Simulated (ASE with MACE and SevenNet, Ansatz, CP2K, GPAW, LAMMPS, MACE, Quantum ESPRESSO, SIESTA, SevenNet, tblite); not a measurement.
**Running amorphous 43Bi2O3-57BaO (mol %) (99 atoms) with machine-learned potentials**

How do the settings of machine-learned potentials change the result for amorphous 43Bi2O3-57BaO (mol %) (99 atoms)? A plane-wave run serves as the yardstick.

Program: ASE with MACE and SevenNet. Level of theory: the method is named at each step. Results are calculated unless marked as measured.

### 1. Starting point

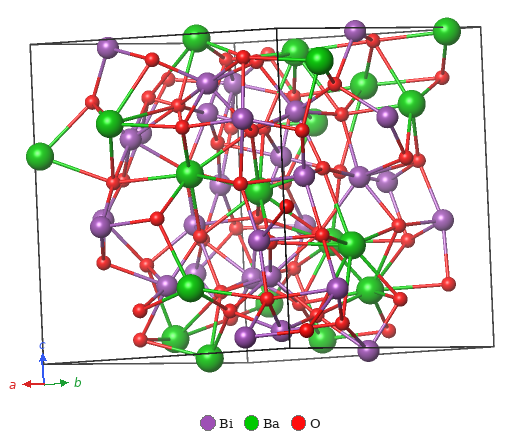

The starting structure, seen slightly off an axis (bismuth purple, barium green, oxygen red). Some periodic images of atoms are drawn too.

The cell holds 99 atoms: 26 Bi, 17 Ba and 56 O. Its edges and angles: a = 11.487 Å, b = 11.487 Å, c = 11.487 Å, α = 90.0°, β = 90.0°, γ = 90.0°. 99 atoms (26 Gd, 17 Ba, 56 O) placed at random at 8.51 g/cm³, melted at 5000 K for 10 ps at fixed volume with the Morse and Coulomb pair potential with partial charges (Pedone, Malavasi, Menziani, Cormack and Segre, J. Phys. Chem. B 110, 11780 (2006)). Quenched from 5000 K to 300 K at 50 K/ps and fixed volume, held 5 ps, then minimised at fixed cell. Then Gd was replaced by Bi and the cell scaled by 1.02 (the potential has no terms for the new elements, so the cell is a start for a DFT relaxation).

The yardstick, on the same geometry:

```
method                                           : Kohn-Sham DFT, PBE, PAW, plane waves (Ansatz 0.2.0); cutoff 420 eV, Γ point, fermi-dirac smearing of 0.05 eV; PAW set soft_2
r.m.s. force component                           : 0.6986 eV/Å
longest force                                    : 2.338 eV/Å
pressure                                         : 21.02 GPa
gap (highest filled to lowest empty level) : 1.234 eV
SCF cycles                                       : 8
time                                             : 17 s on 8 threads of Arm Neoverse V2, shared host
CPU time                                         : 1.9 min
```

### 2. MACE MP-0b2 small potential

Method: machine-learned interatomic potential MACE MP-0b2 small, trained on PBE(+U) plane-wave data.

The input, run.py:

```python
import numpy as np
from ase.io import read
import mlip  # loads the published weights by name

atoms = read("structure.xyz")
atoms.calc = mlip.calc("mace-mp-0b2-small")
energy = atoms.get_potential_energy()
forces = atoms.get_forces()
print(f"energy {energy:.6f} eV")
print("forces (eV/A)")
for i, (a, f) in enumerate(zip(atoms, forces)):
    print(f"{i:4d} {a.symbol:2s} {f[0]:10.5f} {f[1]:10.5f} {f[2]:10.5f}")
stress = -atoms.get_stress(voigt=False) * 160.21766
print("stress (GPa, compression positive)")
for row in stress:
    print(" ".join(f"{x:10.4f}" for x in row))
```

The input, structure.xyz:

```xyz
99
Lattice="11.48663 0.00000 0.00000 0.00000 11.48663 0.00000 0.00000 0.00000 11.48663" Properties=species:S:1:pos:R:3 pbc="T T T"
Bi 0.14025 6.94551 6.14420
Bi 8.95153 6.06161 9.76938
Bi 0.77075 9.99314 4.62142
Bi 5.93020 3.51939 8.79474
Bi 3.68020 3.43129 2.87924
Bi 3.54615 8.49207 6.26240
Bi 2.96458 2.36831 9.91939
Bi 8.32091 3.28472 2.63159
Bi 10.04219 8.54387 8.37835
Bi 5.44960 11.47675 8.27037
Bi 8.58591 11.42690 2.13468
Bi 10.18853 2.53177 11.23243
Bi 11.45837 2.91565 4.78074
Bi 8.65093 0.71596 5.12396
Bi 11.15168 9.16243 0.50093
Bi 8.30449 1.86106 7.97321
Bi 2.90646 0.14140 3.20075
Bi 7.66687 7.98516 0.77317
Bi 7.77025 9.41352 6.27480
Bi 5.97489 2.74186 4.83955
Bi 9.44821 8.57925 4.00022
Bi 4.95866 9.74193 11.44803
Bi 3.28460 4.66989 7.17662
Bi 5.91963 7.63114 8.67424
Bi 5.89884 6.10193 2.82893
Bi 2.86993 1.44490 6.32684
Ba 5.60226 1.31361 0.81325
Ba 7.07450 4.09303 11.47411
Ba 11.25575 0.04962 7.45574
Ba 2.39841 10.11283 8.79853
Ba 5.53621 9.64739 3.76095
Ba 8.48265 10.94641 10.33555
Ba 6.30386 6.07413 5.89046
Ba 1.40160 7.10724 9.60443
Ba 10.38908 6.08435 2.42058
Ba 2.80549 8.15861 2.20635
Ba 0.42615 1.47442 2.05358
Ba 2.10711 5.88081 4.05386
Ba 1.30959 4.61751 0.61408
Ba 1.70186 11.31249 11.33443
Ba 0.02573 3.57223 8.45301
Ba 4.09487 6.21565 10.85624
Ba 8.92385 5.05308 6.56162
O 5.78834 8.66827 6.57690
O 10.38196 11.39393 0.63406
O 7.97884 7.22417 8.01261
O 9.46326 8.86102 1.88840
O 8.24993 1.87910 0.76122
O 3.01604 1.78215 1.51095
O 10.32223 3.62920 1.73046
O 1.26387 0.77845 4.79774
O 9.34506 8.11864 10.60388
O 0.92674 2.30743 10.97134
O 5.46867 7.84043 1.33153
O 4.21778 2.51810 7.79023
O 9.87747 2.27114 6.39334
[... 39 atom lines left out ...]
O 5.84853 3.72615 2.37854
O 1.61514 3.39395 6.30903
O 7.11562 1.38288 3.46816
O 2.34948 4.60671 9.34380
```

On the command line:

```
$ OMP_NUM_THREADS=1 python run.py > output.txt
```

What it wrote:

```text
energy -543.992129 eV
forces (eV/A)
   0 Bi   -0.18200    0.75275    0.18088
   1 Bi    0.12538   -0.41994    0.31049
   2 Bi   -0.19953   -0.16839    0.14977
   3 Bi   -0.58289    0.10768   -1.57919
   4 Bi    0.28154   -0.08530   -0.28205
   5 Bi   -0.21285   -0.48200   -0.10793
   6 Bi    0.39997    0.25903   -0.41067
   7 Bi    0.37003   -0.12930    1.59531
   8 Bi   -0.02349    0.27534    0.04673
   9 Bi    0.41262   -0.24989   -0.00243
  10 Bi    0.44798    0.02534   -0.77114
  11 Bi   -0.54441    0.49811   -0.30148
  12 Bi    0.45371    1.02286    0.98911
  13 Bi    0.73638    0.13852   -0.46267
  14 Bi   -0.71841   -0.47598    0.70674
  15 Bi   -0.31443    0.18240   -0.03689
  16 Bi    0.58172    0.14694   -0.09348
  17 Bi   -0.17842   -0.98974   -0.24879
  18 Bi   -0.02519    0.50321    1.28799
  19 Bi    0.27597    0.48959    0.78722
  20 Bi   -0.96623    0.53689    0.14603
  21 Bi   -0.81378   -0.74262   -0.46155
  22 Bi   -0.15043    0.36307   -0.47826
  23 Bi    0.44191    0.71686    0.78740
[...]
91 O    -0.58955    0.64208   -0.60245
  92 O     0.74012   -0.71055   -0.64080
  93 O     0.85241   -0.59589   -0.29689
  94 O    -0.97383    0.28162    0.34894
  95 O     0.61128   -0.77427   -0.58007
  96 O    -0.66689    0.29687    0.02636
  97 O     0.37638   -0.87681   -1.09890
  98 O    -0.58347    0.41758    0.52611
stress (GPa, compression positive)
   23.4422    -0.1753    -0.7914
   -0.1753    18.4675     0.4007
   -0.7914     0.4007    23.2718
```

Elapsed: 6 s, on 1 thread of Arm Neoverse V2, shared host; peak memory 0.64 GiB.

Banners, paths, timers and routine set-up lines are dropped from the logs unmarked, and long logs keep their key lines alone; longer cuts are marked.

Numbers from this run, and their distance from the reference:

```
r.m.s. force component                  : 0.6336 eV/Å
r.m.s. difference of force components   : 196.3 meV/Å
longest difference of force vectors     : 727.4 meV/Å
force difference over r.m.s. force      : 28.1 %
slope of forces against the reference's : 0.8718
correlation of force components         : 0.9612
pressure                                : 21.73 GPa
pressure difference                     : 0.706 GPa
```

Length of the force difference by element (eV/Å):

| element | atoms | mean | most |
| --- | --- | --- | --- |
| Ba | 17 | 0.27 | 0.51 |
| Bi | 26 | 0.31 | 0.73 |
| O | 56 | 0.32 | 0.70 |

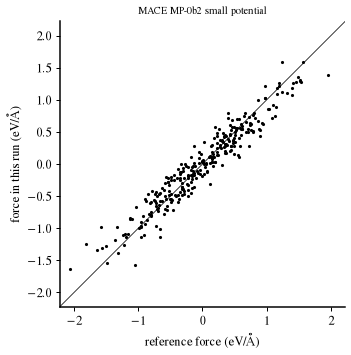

Force components against those of the reference; the line marks equality.

The surroundings of O97, which has 4 bonded neighbours where the commonest count for O is 5, nearest first, numbered as they follow in the input and with coordinates relative to it.

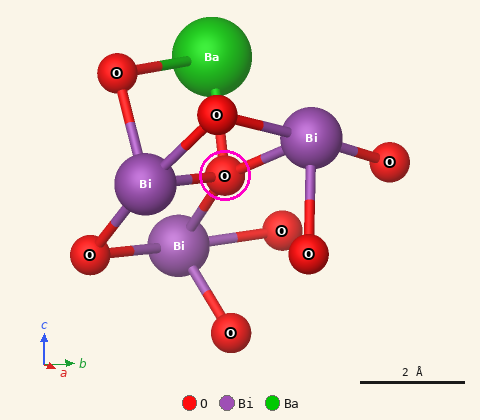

The atoms of the table, within 3.2 Å (arrows a, b, c point along x, y, z); some may hide others; the central atom is ringed.

| atom | x | y | z | distance (Å) | bonds | Fx | Fy | Fz (eV/Å) |
| --- | --- | --- | --- | --- | --- | --- | --- | --- |
| O97 | 0.00 | 0.00 | 0.00 | 0.00 | 4 | -0.67 | 0.30 | 0.03 |
| Bi23 | 1.67 | 1.28 | 0.87 | 2.27 | 6 | -0.15 | 0.36 | -0.48 |
| Bi13 | -1.64 | -0.48 | -1.53 | 2.29 | 6 | 0.45 | 1.02 | 0.99 |
| Bi26 | 1.25 | -1.95 | 0.02 | 2.32 | 6 | 0.01 | -0.25 | -0.10 |
| Ba41 | -1.59 | 0.18 | 2.14 | 2.67 | 8 | 0.44 | 0.04 | -0.14 |
| O51 | -0.35 | -2.62 | -1.51 | 3.04 | 6 | -0.91 | 0.55 | 0.21 |
| O74 | 0.18 | -2.21 | 2.08 | 3.04 | 6 | -0.45 | -0.05 | -0.13 |
| O66 | -2.13 | 1.75 | -1.35 | 3.06 | 5 | -0.21 | -0.66 | -0.56 |
| O91 | -0.13 | 0.16 | -3.09 | 3.10 | 5 | -0.70 | 0.52 | -0.33 |
| O55 | 2.60 | -0.88 | 1.48 | 3.12 | 4 | 0.36 | -0.23 | 0.65 |
| O62 | 2.72 | 0.93 | -1.28 | 3.14 | 5 | -0.12 | 0.62 | 0.30 |
| O78 | 0.64 | 3.14 | 0.24 | 3.21 | 5 | 0.53 | -0.18 | 0.28 |

Atoms are counted from 1 here, from 0 in the log.

Forces lie 28 % from the reference's, at 0.047 times its CPU time (on 1 against 8 cores).

### 3. MACE MP-0b3 medium potential

Method: machine-learned interatomic potential MACE MP-0b3 medium, trained on PBE(+U) plane-wave data.

run.py, as its differences from that of step 2:

```diff
@@ -5,3 +5,3 @@
 atoms = read("structure.xyz")
-atoms.calc = mlip.calc("mace-mp-0b2-small")
+atoms.calc = mlip.calc("mace-mp-0b3-medium")
 energy = atoms.get_potential_energy()
```

structure.xyz is that of step 2.

What it wrote:

```text
energy -543.800098 eV
forces (eV/A)
   0 Bi   -0.27695    1.07216    0.45898
   1 Bi   -0.01031   -0.18011    0.22991
   2 Bi   -0.42036   -0.38147    0.16909
   3 Bi   -0.88895    0.21620   -1.36493
   4 Bi    0.12153   -0.25381   -0.18711
   5 Bi   -0.23653   -0.23876   -0.05053
   6 Bi    0.42581    0.42340   -0.38613
   7 Bi    0.27632   -0.38258    1.16424
   8 Bi   -0.04877    0.43031    0.08176
   9 Bi    0.49096   -0.24301   -0.04232
  10 Bi    0.62749   -0.00834   -0.77710
  11 Bi   -0.63200    0.55507   -0.42215
  12 Bi    0.55247    0.88120    0.88741
  13 Bi    0.74853   -0.23090   -0.42233
  14 Bi   -0.70506   -0.81003    0.50737
  15 Bi   -0.10425   -0.04570   -0.15866
  16 Bi    0.65612    0.49591    0.02391
  17 Bi   -0.11307   -0.99327   -0.48482
  18 Bi    0.26429    0.74369    1.00324
  19 Bi   -0.04903    0.40767    0.62872
  20 Bi   -0.86993    0.69755    0.35087
  21 Bi   -0.82693   -0.69640   -0.57436
  22 Bi   -0.06546    0.23523   -0.30380
  23 Bi    0.60343    0.71582    0.64535
[...]
91 O    -0.46281    0.62427   -0.62679
  92 O     0.63510   -0.72407   -0.68805
  93 O     0.95271   -0.68126   -0.34092
  94 O    -1.38907    0.51718    0.35776
  95 O     0.60960   -0.68892   -0.75159
  96 O    -0.80792    0.18128    0.03717
  97 O     0.49607   -0.86327   -1.13383
  98 O    -0.53497    0.33675    0.45577
stress (GPa, compression positive)
   22.4706    -0.1968    -0.6643
   -0.1968    17.3602     0.4712
   -0.6643     0.4712    21.8359
```

It took 7.8 s on 1 thread; peak memory 1 GiB.

Against the reference:

- r.m.s. force component: 0.6361 eV/Å
- r.m.s. difference of force components: 172.3 meV/Å
- longest difference of force vectors: 730.8 meV/Å
- force difference over r.m.s. force: 24.66 %
- slope of forces against the reference's: 0.8842
- correlation of force components: 0.971
- pressure: 20.56 GPa
- pressure difference: -0.4656 GPa

Against the first run (28 %), the force difference from the reference is 25 %, at 1.3 times the CPU time.

### 4. SevenNet 0 potential

Method: machine-learned interatomic potential SevenNet 0, trained on PBE(+U) plane-wave data.

run.py, as its differences from that of step 3:

```diff
@@ -5,3 +5,3 @@
 atoms = read("structure.xyz")
-atoms.calc = mlip.calc("mace-mp-0b3-medium")
+atoms.calc = mlip.calc("7net-0")
 energy = atoms.get_potential_energy()
```

structure.xyz is that of step 3.

What it wrote:

```text
energy -544.589050 eV
forces (eV/A)
   0 Bi   -0.11391    0.52558    0.12342
   1 Bi   -0.12244   -0.53576    0.06060
   2 Bi   -0.80383   -0.12938   -0.12520
   3 Bi   -0.38646    0.55724   -0.80004
   4 Bi    0.10413   -0.16390   -0.39332
   5 Bi   -0.00627   -0.33660    0.09868
   6 Bi    0.21241    0.12450   -0.05696
   7 Bi    0.10003   -0.47691    0.70381
   8 Bi    0.24863    0.37178    0.47260
   9 Bi    0.46402   -0.43617    0.04734
  10 Bi    0.52420    0.01847   -1.18919
  11 Bi   -0.21525    0.58905   -0.22344
  12 Bi    0.58819    0.89087    0.58935
  13 Bi    0.63797   -0.02869   -0.00300
  14 Bi   -0.26751   -0.13714    0.45885
  15 Bi   -0.06277    0.09416   -0.22194
  16 Bi    0.21612    0.90657   -0.23821
  17 Bi   -0.11792   -1.22583   -0.55808
  18 Bi    0.17083    1.05556    1.25717
  19 Bi    0.34886    0.39797    0.32063
  20 Bi   -0.86212    0.54105   -0.08866
  21 Bi   -0.65252   -0.60063   -0.68473
  22 Bi   -0.12055    0.39609   -0.41241
  23 Bi    0.39259    0.41506    0.63651
[...]
91 O    -0.16532    0.69372   -0.55245
  92 O     1.04088   -0.36733   -0.71741
  93 O     0.92658   -0.61967   -0.31536
  94 O    -1.72673    0.52933    0.40669
  95 O     0.70884   -0.62569   -0.72585
  96 O    -0.95691    0.40173    0.10243
  97 O     0.42550   -0.91134   -1.24453
  98 O    -0.47267    0.19332    0.23901
stress (GPa, compression positive)
   21.8140    -0.4695    -0.8151
   -0.4695    16.2841     0.4087
   -0.8151     0.4087    20.8776
```

Wall time 7.9 s (1 thread); peak memory 0.9 GiB.

Compared with the plane-wave run:

| Property | Result |
| --- | --- |
| r.m.s. force component | 0.6599 eV/Å |
| r.m.s. difference of force components | 188.6 meV/Å |
| longest difference of force vectors | 672.5 meV/Å |
| force difference over r.m.s. force | 26.99 % |
| slope of forces against the reference's | 0.9097 |
| correlation of force components | 0.9631 |
| pressure | 19.66 GPa |
| pressure difference | -1.363 GPa |

Against the first run (28 %), the force difference from the reference is 27 %, at 1.2 times the CPU time.

### 5. The ladder

Differences are against the plane-wave reference, forces as r.m.s. over components; share is that over the reference's r.m.s. force, slope the least-squares factor from reference forces to these. Total energies of different programs have different zeros and aren't compared.

| run | Δ force, r.m.s. (meV/Å) | share (%) | slope | Δ pressure (GPa) | cores | CPU time | memory (GiB) |
| --- | --- | --- | --- | --- | --- | --- | --- |
| reference | - | - | - | - | 8 | 1.9 min | 2.4 |
| MACE MP-0b2 small potential | 196 | 28.1 | 0.872 | 0.706 | 1 | 5.5 s | 0.64 |
| MACE MP-0b3 medium potential | 172 | 24.7 | 0.884 | -0.466 | 1 | 7.2 s | 1.0 |
| SevenNet 0 potential | 189 | 27.0 | 0.910 | -1.36 | 1 | 6.8 s | 0.9 |

Times of the machine-learned potentials are mostly Python's start and the loading of weights.

CPU time is summed over cores on a shared host, where runs went side by side, so it is rough. Symmetry, cutoffs, thresholds, outputs and thread counts weren't matched or tuned between programs; memory under MPI is the largest rank's times the ranks.

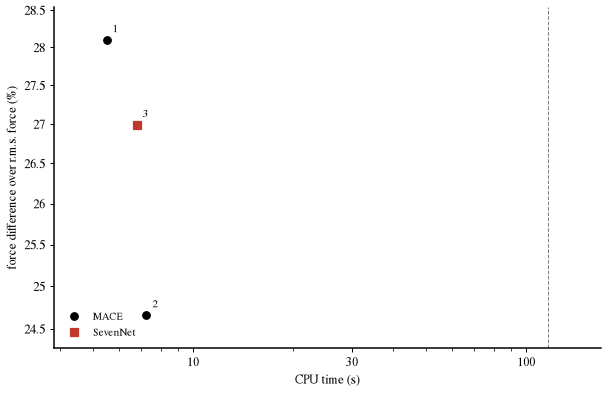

Force difference against CPU time; the dashed line marks the reference's time. Points: 1 MACE MP-0b2 small potential; 2 MACE MP-0b3 medium potential; 3 SevenNet 0 potential.

### 6. Results

| Item | Value |
| --- | --- |
| nearest in forces | MACE MP-0b3 medium potential, 25 % |
| its CPU time | 7.2 s |

What this shows: Machine-learned potentials differ by 25 % (MACE MP-0b3 medium potential) to 28 % (MACE MP-0b2 small potential); they were trained on other programs' data. Machine-learned potentials mimic data converged in k, so the reference's own k-point error enters their differences. The quench rate of 50 K/ps is many orders above laboratory rates, so the cell is likely richer in defects and strain than a real sample. The network of bonds at the start is that of the classical potential that made the cell, and needn't be the one that DFT or experiment would give. The reference's stress is far from hydrostatic: its diagonal is 23.3, 17.6, 22.2 GPa, compression counted positive. The reference's pressure of 21 GPa belongs to a cell and atoms that aren't relaxed at this level. The electronic-structure runs sample only Γ, in a cell whose shortest periodic width is 11 Å. Spin–orbit coupling is left out, which matters for the levels of the heavy elements.

[Also dropped from logs without a mark: logging warnings of Python, and SIESTA's first energy breakdown and zero terms.]

[Logs are printed without paths, hosts, clocks, repeated set-up lines and the standing remarks that a program may print on its own settings, such as how far it seeks lower states.]

[Hosts, paths, dates, database ids (printed as entryN), source tags and the programs' standing remarks are cut or masked in the printed files.]
